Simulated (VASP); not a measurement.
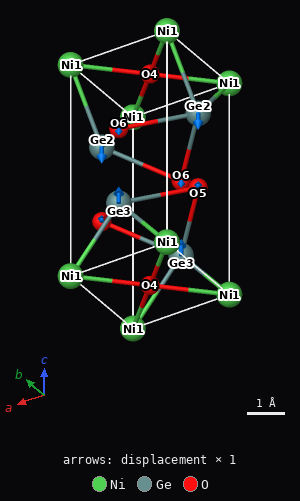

A relaxation of crystalline NiGe2O3 (a generated structure, set up in P-4m2). The starting structure is drawn; blue arrows show the displacements (the part carried along by the change of the cell is left out), at their true length.

The picture is a ball-and-stick view of the cell of the calculation, seen from a free direction.

The run lets cell and atoms move.

The calculation used Kohn-Sham DFT of a periodic cell, PBE, VASP PAW PBE potentials, recommended in VASP.

The input:
```
SYSTEM = NiGe2O3
  ALGO = Fast
  EDIFF = 1E-4
  EDIFFG = -0.08
  ENCUT = 520
  GGA = PE
  IBRION = 2
  ISIF = 3
  ISMEAR = 0
  ISPIN = 2
  LASPH = .TRUE.
  LCHARG = .FALSE.
  LMAXMIX = 4
  LORBIT = 11
  LREAL = .FALSE.
  LWAVE = .FALSE.
  MAGMOM = 1 0 0 0 0 0
  NELM = 60
  NSW = 24
  PREC = Normal
  SIGMA = 0.15
```

Command:
```bash
cat potpaw_PBE.64/Ni/POTCAR potpaw_PBE.64/Ge_d/POTCAR potpaw_PBE.64/O/POTCAR > POTCAR
mpirun -np 1 vasp_std > vasp.out
```

Q: Atoms of which element are displaced furthest, and by how much?

A: Germanium: up to 0.54 Å, against 0.22 Å for oxygen.

Q: Describe the change and its energy.

A: The energy falls by 326 meV per atom in 22 geometry steps. The largest force component goes from 3.5 to 0.076 eV/Å. Pressure: −8.68 GPa at the start and 0.52 GPa at the end. The largest moves relative to the cell, 0.54 Å, are those of Ge2 and Ge3. Ge2 goes along −c. By element the largest moves are Ge 0.54 Å, O 0.22 Å. Ni stays in place. The drawn cell changes as follows: a = b 3.179 → 3.013 Å (−5.2 %), c 6.967 → 7.942 Å (+14.0 %); the volume changes by +2.4 %. Some distances before and after: Ni1–Ge2 2.441 → 3.055 Å, Ge2–O5 2.452 → 2.030 Å, Ge2–O6 2.389 → 2.212 Å, Ni1–O4 2.248 → 2.130 Å. New bonds form, among them: Ge2–O5 (2.45 → 2.03 Å), Ge3–O6 (2.45 → 2.03 Å). The space group stays P-4m2 (No. 115). It ran on 1 thread of Intel(R) Xeon(R) Platinum 8259CL CPU @ 2.50GHz (Skylake/Cascade Lake) (shared host).

Limits of the set-up: only the magnetic order of this start and cell was tried (total moment 1.7 μB per cell).
